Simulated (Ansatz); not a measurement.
# BH2 (boron dihydride) at 5 levels

Aim: a comparison of 5 runs (UHF/6-311G**, U-revPBE/3-21G, USVWN5/3-21G, U-wB97X/6-311G**, UPBE/6-311G**) of BH2 (boron dihydride). 

The results are computed with Ansatz 0.2.0.

58 further runs of the same task are left out: 58 set aside as unsound or not needed.

### Step 1. Starting point

BH2: 3 atoms, total charge 0, spin state doublet. SMILES: `[BH2]`. The H3–B1 distance was set to 2.319 Å, away from the relaxed value. At this shape a bond of the SMILES string is far longer than usual.

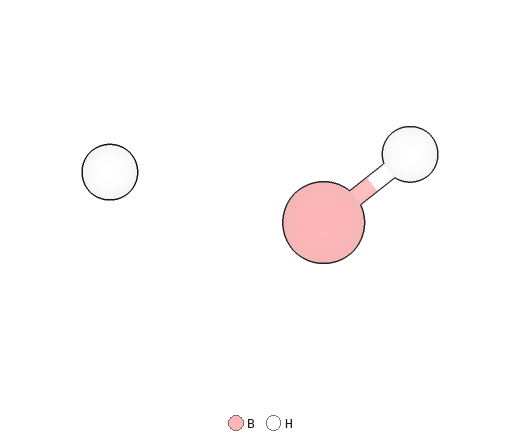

The structure, seen from a chosen angle (boron pink, hydrogen white).

### Step 2. The energy at UHF/6-311G(d,p) (run 1)

run.yaml reads:

```yaml
crystal:
  periodic: [false, false, false]
  atoms:
    - {symbol: B, position_ang: [1.068536, 0.486627, 0.646908]}
    - {symbol: H, position_ang: [1.085716, 1.638177, 0.779248]}
    - {symbol: H, position_ang: [-0.542860, -0.819090, -0.389630]}
basis:
  gaussian:
    orbitals: 6-311G_st__st_.json
hamiltonian:
  xc: hf
magnetization:
  spin_polarized: true
  initial_magnetization: 1
accuracy: high
```

The basis set 6-311G** is read from a file made from the Basis Set Exchange's data (not shown).

Started as:

```console
$ ansatz run run.yaml --threads 1 --pin off --max-ram 2610MiB --events-out events.jsonl --progress --plain --runs-dir runs
```

Standard output:

```text
Warning: RAYON_NUM_THREADS=1 ignored (pool sized by the plan → 1); use --threads N
Functional definition: HF
  name "HF"
  exchange = exact_x
  correlation = 0
524 factors; integrals over basis functions are off by at most 3.2e-9 eV
mean field evaluation 1: about -695.6706 eV, gradient 8.8e0 eV
mean field evaluation 2: about -695.6705 eV, gradient 8.8e0 eV
mean field evaluation 4: about -697.1802 eV, gradient 2.7e0 eV
mean field evaluation 8: about -697.7374 eV, gradient 1.7e-1 eV
mean field evaluation 16: about -697.7386 eV, gradient 1.7e-8 eV
mean field evaluation 32: about -697.4735 eV, gradient 9.0e-1 eV
mean field -697.73861037 eV, -25.6414209868 hartree, gradient 1.7e-8 eV, S^2 1.163151; 1 other end points of the search recorded, 0 dependent functions left out
reference -697.73861037 eV, -25.6414209868 hartree; 4, 3 occupied and 26, 27 virtual orbitals, 524 factors
Total energy: -697.73861037 eV, -25.6414209868 hartree
```

Wall time 0.2 s (1 thread of Arm Neoverse V1, shared host).

### Step 3. The energy at U-revPBE/3-21G (run 2)

job.yaml reads:

```yaml
crystal:
  periodic: [false, false, false]
  atoms:
    - {symbol: B, position_ang: [1.068536, 0.486627, 0.646908]}
    - {symbol: H, position_ang: [1.085716, 1.638177, 0.779248]}
    - {symbol: H, position_ang: [-0.542860, -0.819090, -0.389630]}
basis:
  gaussian:
    orbitals: 3-21G.json
magnetization:
  spin_polarized: true
  initial_magnetization: 1
hamiltonian:
  xc: {name: revPBE}
accuracy: high
```

The basis set 3-21G is read from a file made from the Basis Set Exchange's data (not shown).

Started as:

```console
$ ansatz run job.yaml --threads 1 --pin off --max-ram 2610MiB --events-out events.jsonl --progress --plain --runs-dir runs
```

Standard output:

```text
Warning: RAYON_NUM_THREADS=1 ignored (pool sized by the plan → 1); use --threads N
Functional definition: revPBE
  name "revPBE"
  parameter kappa = 1.245
  parameter beta = 0.06672455060314922
  exchange = pbe_x(kappa = kappa, mu = beta*pi^2/3)
  correlation = pbe_c(beta = beta)
248 factors; integrals over basis functions are off by at most 3.6e-9 eV
mean field evaluation 1: about -697.8663 eV, gradient 3.6e0 eV
mean field evaluation 2: about -698.0035 eV, gradient 2.2e0 eV
mean field evaluation 4: about -698.0766 eV, gradient 2.7e-1 eV
mean field evaluation 8: about -698.0714 eV, gradient 1.1e-1 eV
mean field evaluation 16: about -698.0725 eV, gradient 5.3e-6 eV
mean field evaluation 32: about -697.0322 eV, gradient 1.2e-4 eV
mean field -698.07245420 eV, -25.6536895212 hartree, gradient 1.1e-8 eV, S^2 0.833979; 7 other end points of the search recorded, 0 dependent functions left out
reference -698.07245656 eV, -25.6536896081 hartree; 4, 3 occupied and 9, 10 virtual orbitals, 248 factors
Total energy: -698.07245656 eV, -25.6536896081 hartree
```

Wall time 1.2 s (1 thread of Arm Neoverse V1, shared host).

Runs 3 to 4 aren't shown in full; the table further down has their settings and results.

### Step 4. A single-point energy at UPBE/6-311G(d,p) (run 5)

run.yaml, as its differences from that of step 2:

```diff
@@ -9,4 +9,5 @@
     orbitals: 6-311G_st__st_.json
+accuracy: high
 hamiltonian:
-  xc: hf
+  xc: {name: PBE}
 magnetization:
@@ -14,2 +15 @@
   initial_magnetization: 1
-accuracy: high
```

The basis set 6-311G** is read from a file made from the Basis Set Exchange's data (not shown).

Started as:

```console
$ ansatz run run.yaml --threads 1 --pin off --max-ram 2610MiB --events-out events.jsonl --progress --plain --runs-dir runs
```

Standard output:

```text
Warning: RAYON_NUM_THREADS=1 ignored (pool sized by the plan → 1); use --threads N
Functional definition: PBE
  name "PBE"
  parameter kappa = 0.804
  parameter beta = 0.06672455060314922
  exchange = pbe_x(kappa = kappa, mu = beta*pi^2/3)
  correlation = pbe_c(beta = beta)
524 factors; integrals over basis functions are off by at most 3.2e-9 eV
mean field evaluation 1: about -700.5748 eV, gradient 6.2e0 eV
mean field evaluation 2: about -700.8886 eV, gradient 2.4e0 eV
mean field evaluation 4: about -700.9648 eV, gradient 5.1e-1 eV
mean field evaluation 8: about -700.9738 eV, gradient 6.1e-2 eV
mean field evaluation 16: about -700.9741 eV, gradient 2.7e-6 eV
mean field evaluation 32: about -699.9047 eV, gradient 1.7e-4 eV
mean field -700.97408733 eV, -25.7603225719 hartree, gradient 7.0e-9 eV, S^2 0.833410; 7 other end points of the search recorded, 0 dependent functions left out
reference -700.97409012 eV, -25.7603226747 hartree; 4, 3 occupied and 26, 27 virtual orbitals, 524 factors
Total energy: -700.97409012 eV, -25.7603226747 hartree
```

It took 1.6 s on 1 thread of Arm Neoverse V1, shared host.

### Step 5. All runs side by side

```
run             level  energy (Eh)   ⟨S²⟩  wall time
  1      UHF/6-311G**   -25.641421  1.163      0.2 s
  2    U-revPBE/3-21G   -25.653690  0.834      1.2 s
  3      USVWN5/3-21G   -25.329839  0.771     0.64 s
  4  U-wB97X/6-311G**   -25.797772  0.919      5.4 s
  5     UPBE/6-311G**   -25.760323  0.833      1.6 s
```

### Step 6. Results

| quantity | value |
| --- | --- |
| run 5: total energy | -25.76032 Eh |
| run 5: ⟨S²⟩ | 0.833 |

In words: Totals of different functionals can't be ranked against each other. Spin contamination of the reference: run 1 ⟨S²⟩ = 1.16, run 4 ⟨S²⟩ = 0.92. All runs together took 9.1 s, the longest 5.4 s.
